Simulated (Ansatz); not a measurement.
# Single-point calculation, with input and output: Al$_{2}$BSiH$_{5}$

Al$_{2}$BSiH$_{5}$, computed with RKS PBE0-D4/def2-TZVPP (Ansatz 0.2.0).

The geometry comes from this level: PBE0-D4/def2-TZVP.

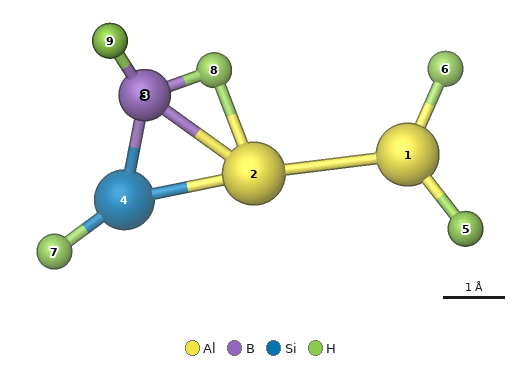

Figure 1. The structure (ball-and-stick view, seen at a tilt; atoms are numbered from 1 in the order of the input). Sticks mark near contacts.

Summary:

| quantity | value |
| --- | --- |
| outcome | converged |
| total energy | −21817.3672 eV |
| mean-field energy | −21817.1934 eV |
| dispersion energy | −0.1738 eV |
| SCF solution under orbital rotations | stable |
| HOMO | −6.35 eV |
| LUMO | −2.86 eV |
| hardware | 2 CPU threads, shared host |
| wall time | 3.8 s (CPU time 7.1 s) |
| peak memory | 0.54 GiB |

The input:
```yaml
crystal:
  periodic: [false, false, false]
  atoms:
    - {symbol: Al, position_ang: [-1.616653, 2.081969, 0.250390]}
    - {symbol: Al, position_ang: [0.251780, 0.402538, -0.340703]}
    - {symbol: B, position_ang: [0.863650, -1.669070, 0.286786]}
    - {symbol: Si, position_ang: [1.644484, -1.050345, -1.331223]}
    - {symbol: H, position_ang: [-1.445420, 3.622992, -0.097231]}
    - {symbol: H, position_ang: [-2.947133, 1.589941, 0.966350]}
    - {symbol: H, position_ang: [3.032438, -1.293279, -1.794506]}
    - {symbol: H, position_ang: [-0.281767, -1.160147, 0.484716]}
    - {symbol: H, position_ang: [1.040235, -2.496392, 1.128393]}
basis:
  gaussian: {orbitals: def2-TZVPP}
hamiltonian: {xc: pbe0, dispersion: d4}
output: {orbitals: {seedname: orbitals}}
```

Launched with:
```bash
ansatz run in.yaml --threads 2 --pin off --events-out ev --progress --plain --max-ram 4352MiB
```

The program's output:
```
Functional definition: PBE0
  name "PBE0"
  cite "Adamo & Barone, J. Chem. Phys. 110, 6158 (1999) doi:10.1063/1.478522"
  cite "Perdew, Burke & Ernzerhof, Phys. Rev. Lett. 77, 3865 (1996) doi:10.1103/PhysRevLett.77.3865"
  parent pbe
  parameter a = 0.25
  parameter kappa = 0.804
  parameter beta = 0.06672455060314922
  exchange = (1 - a)*pbe_x(kappa = kappa, mu = beta*pi^2/3) + a*exact_x
  correlation = pbe_c(beta = beta)
1355 factors; their error is unknown
mean field evaluation 1: about -21810.6019 eV, gradient 4.4e1 eV
mean field evaluation 2: about -21785.8017 eV, gradient 8.2e1 eV
mean field evaluation 4: about -21816.6332 eV, gradient 1.1e1 eV
mean field evaluation 8: about -21817.1606 eV, gradient 1.3e-1 eV
mean field evaluation 16: about -21817.1934 eV, gradient 1.6e-4 eV
mean field -21817.19336717 eV, -801.7670680188 hartree, gradient 4.6e-5 eV, S^2 0.000000; 0 other end points of the search recorded, 0 dependent functions left out
reference -21817.19340761 eV, -801.7670695049 hartree; 25, 25 occupied and 202, 202 virtual orbitals, 1355 factors
Total energy: -21817.36718253 eV, -801.7734556155 hartree
```

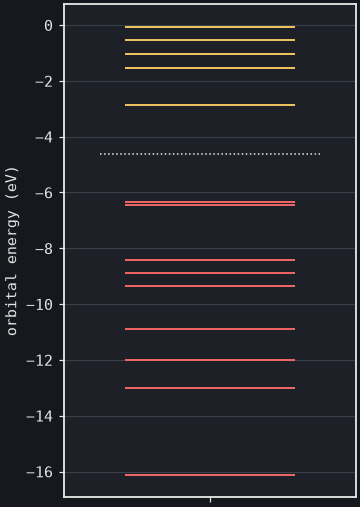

Figure 2. Orbital energies near the frontier; the dotted line parts filled from empty levels, and levels within 0.02 eV of each other stand side by side. Highest filled −6.35 eV, lowest empty −2.86 eV, 3.49 eV apart.
